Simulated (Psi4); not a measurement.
# PBE0/aug-cc-pVTZ run of AlCl (aluminium monochloride)

What is the energy change on altering one bond length of AlCl (aluminium monochloride) at PBE0/aug-cc-pVTZ? 

The calculation is run with Psi4 1.11.

13 further runs of the same task are left out: 12 that didn't finish, 1 set aside as unsound or not needed.

### 1 The molecule

AlCl: 2 atoms, total charge 0, spin state singlet. As SMILES, `[Al][Cl]`. Geometry: the measured bond length.

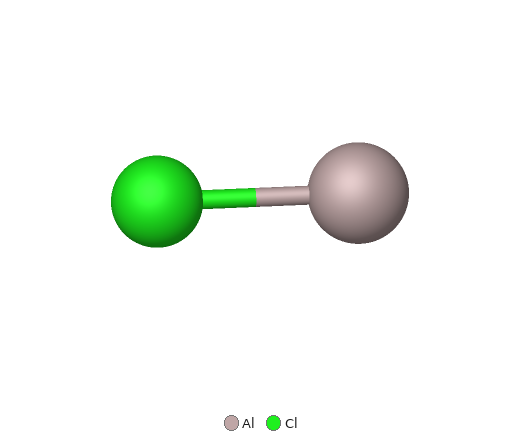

Viewed from a chosen angle; aluminium light grey, chlorine green.

### 2 The energy at PBE0/aug-cc-pVTZ

alcl.json

```json
{
 "schema_name": "qcschema_input",
 "schema_version": 1,
 "molecule": {
  "schema_name": "qcschema_molecule",
  "schema_version": 2,
  "symbols": ["Al", "Cl"],
  "geometry": [0.0, 0.0, 0.0, 0.0, 0.0, 4.02533018],
  "molecular_charge": 0,
  "molecular_multiplicity": 1,
  "fix_symmetry": "c1"
 },
 "driver": "energy",
 "model": {
  "method": "pbe0",
  "basis": "aug-cc-pVTZ"
 },
 "keywords": {
  "puream": true,
  "e_convergence": 1e-09,
  "d_convergence": 1e-08,
  "scf_type": "pk",
  "dft_radial_points": 99,
  "dft_spherical_points": 590,
  "scf_properties": ["MAYER_INDICES", "LOWDIN_CHARGES", "QUADRUPOLE"]
 }
}
```

Command:

```
$ psi4 --qcschema alcl.json -n 1 --memory 1600MB
```

stdout, shortened:

```text
[...]
  Running in c1 symmetry.
[...]
  Nuclear repulsion =   54.902328533953948
[...]
  Multiplicity = 1
[...]
  Nalpha       = 15
  Nbeta        = 15
[...]
    Number of basis functions: 100
[...]
   @RKS iter   1:  -702.39915491206409   -3.34484e-01   3.30174e-03 DIIS/ADIIS
[...]
   @RKS iter   9:  -702.44625614848928   -1.03455e-11   2.66575e-09 DIIS
[...]
    Orbital Energies [Eh]
    ---------------------
    Doubly Occupied:
       1A   -101.715334     2A    -56.206999     3A     -9.519690
       4A     -7.250129     5A     -7.248647     6A     -7.248647
       7A     -4.215112     8A     -2.744881     9A     -2.744881
      10A     -2.741160    11A     -0.825649    12A     -0.420660
      13A     -0.343129    14A     -0.343129    15A     -0.257098
[...]
  @RKS Final Energy:  -702.44625614848928
   => Energetics <=
    Nuclear Repulsion Energy =             54.9023285339539484
    One-Electron Energy =               -1082.1454152955443533
    Two-Electron Energy =                 359.9862908176187375
    DFT Exchange-Correlation Energy =     -35.1894602045177223
    Empirical Dispersion Energy =           0.0000000000000000
    VV10 Nonlocal Energy =                  0.0000000000000000
    Total Energy =                       -702.4462561484892831
[...]
 Multipole Moments:
 ------------------------------------------------------------------------------------
     Multipole            Electronic (a.u.)      Nuclear  (a.u.)        Total (a.u.)
 ------------------------------------------------------------------------------------
 L = 1.  Multiply by 2.5417464519 to convert [e a0] to [Debye]
 Dipole X            :         -0.0000000            0.0000000           -0.0000000
 Dipole Y            :         -0.0000000            0.0000000           -0.0000000
 Dipole Z            :         -0.8493952            0.2658241           -0.5835711
 Magnitude           :                                                    0.5835711
 L = 2.  Multiply by 1.3450342976 to convert [e a0^2] to [Debye ang]
 Quadrupole XX       :        -17.9911578            0.0000000          -17.9911578
 Quadrupole XY       :          0.0000000            0.0000000            0.0000000
[...]
```

The result, in JSON:

```text
{
 "driver": "energy",
 "model": {
  "method": "pbe0",
  "basis": "aug-cc-pVTZ"
 },
 "success": true,
 "return_result": -702.4462561484893,
 "properties": {
  "calcinfo_nbasis": 100,
  "calcinfo_nmo": 100,
  "calcinfo_nalpha": 15,
  "calcinfo_nbeta": 15,
  "calcinfo_natom": 2,
  "nuclear_repulsion_energy": 54.90232853395395,
  "return_energy": -702.4462561484893,
  "scf_one_electron_energy": -1082.1454152955444,
  "scf_two_electron_energy": 359.98629081761874,
  "scf_xc_energy": -35.18946020451772,
  "scf_dipole_moment": [-5.881057962151553e-15, -1.029629618227516e-14, -0.5835710823890286],
  "scf_total_energy": -702.4462561484893,
  "scf_iterations": 9
 }
}
```

Wall time 32 s (1 thread of Intel Xeon at 2.50GHz (Skylake/Cascade Lake), shared host); peak memory 0.91 GiB.

### 3 The distorted shape at the same level

alcl.xyz

```xyz
2
AlCl
Al     0.000000     0.000000    -1.065087
Cl     0.000000     0.000000     2.130113
```

alcl.py

```python
import psi4

psi4.set_memory('1600 MB')
psi4.set_num_threads(1)
psi4.set_output_file('run.log', False)

with open('alcl.xyz') as f:
    atoms = ''.join(f.readlines()[2:])
molecule = psi4.geometry('0 1\n' + atoms + 'symmetry c1\nno_reorient\nno_com')

psi4.set_options({
    'basis': 'aug-cc-pVTZ',
    'puream': True,
    'e_convergence': 1e-09,
    'd_convergence': 1e-08,
    'scf_type': 'pk',
    'dft_radial_points': 99,
    'dft_spherical_points': 590,
})

e_tot, wfn = psi4.energy('PBE0', molecule=molecule, return_wfn=True)
psi4.oeprop(wfn, 'MULLIKEN_CHARGES', 'DIPOLE', 'QUADRUPOLE', title='PBE0')
print(f'PBE0 energy: {e_tot:.10f} Eh')
```

Command:

```
$ python alcl.py
```

run.log, shortened:

```text
[...]
  Running in c1 symmetry.
[...]
  Nuclear repulsion =   36.601202916271284
[...]
  Multiplicity = 1
[...]
  Nalpha       = 15
  Nbeta        = 15
[...]
    Number of basis functions: 100
[...]
   @RKS iter   1:  -702.26789839111655   -4.72956e-01   4.05614e-03 DIIS/ADIIS
[...]
   @RKS iter  11:  -702.37213406319870   -2.68301e-11   8.64841e-09 DIIS
[...]
  @RKS Final Energy:  -702.37213406319870
   => Energetics <=
    Nuclear Repulsion Energy =             36.6012029162712835
    One-Electron Energy =               -1046.1049590737472954
    Two-Electron Energy =                 342.2409935473658038
    DFT Exchange-Correlation Energy =     -35.1093714530885421
    Empirical Dispersion Energy =           0.0000000000000000
    VV10 Nonlocal Energy =                  0.0000000000000000
    Total Energy =                       -702.3721340631988141
[...]
 Multipole Moments:
 ------------------------------------------------------------------------------------
     Multipole            Electronic (a.u.)      Nuclear  (a.u.)        Total (a.u.)
 ------------------------------------------------------------------------------------
 L = 1.  Multiply by 2.5417464519 to convert [e a0] to [Debye]
 Dipole X            :         -0.0000000            0.0000000           -0.0000000
 Dipole Y            :         -0.0000000            0.0000000           -0.0000000
 Dipole Z            :        -45.6118599           42.2652177           -3.3466422
 Magnitude           :                                                    3.3466422
 L = 2.  Multiply by 1.3450342976 to convert [e a0^2] to [Debye ang]
 Quadrupole XX       :        -18.2461251            0.0000000          -18.2461251
 Quadrupole XY       :         -0.0000000            0.0000000           -0.0000000
[...]
  Mulliken Charges: (a.u.)
   Center  Symbol    Alpha    Beta     Spin     Total
       1    AL     6.17104  6.17104  0.00000  0.65791
       2    CL     8.82896  8.82896  0.00000 -0.65791
   Total alpha = 15.00000, Total beta = 15.00000, Total charge = -0.00000
```

Standard output:

```text
PBE0 energy: -702.3721340632 Eh
```

It took 35 s on 1 thread of Intel Xeon at 2.50GHz (Skylake/Cascade Lake), shared host; peak memory 0.9 GiB.

### 4 What came out

At PBE0/aug-cc-pVTZ:

| quantity | value |
| --- | --- |
| first shape: total energy | -702.44626 Eh |
| first shape: dipole moment | 1.48 D |
| first shape: HOMO energy | -7.00 eV |
| first shape: LUMO energy | -1.69 eV |
| first shape: HOMO–LUMO gap | 5.31 eV |
| distorted shape: total energy | -702.37213 Eh |
| distorted shape: dipole moment | 8.51 D |
| distorted shape: HOMO energy | -6.73 eV |
| distorted shape: LUMO energy | -3.14 eV |
| distorted shape: HOMO–LUMO gap | 3.59 eV |
| energy change with the Al1–Cl2 bond stretched from 2.130 to 3.195 Å | 2.017 eV |

In words: With the Al1–Cl2 bond stretched from 2.130 to 3.195 Å the energy rises by 2.02 eV (195 kJ/mol). The first shape isn't relaxed at this level, so the change isn't measured from a minimum.
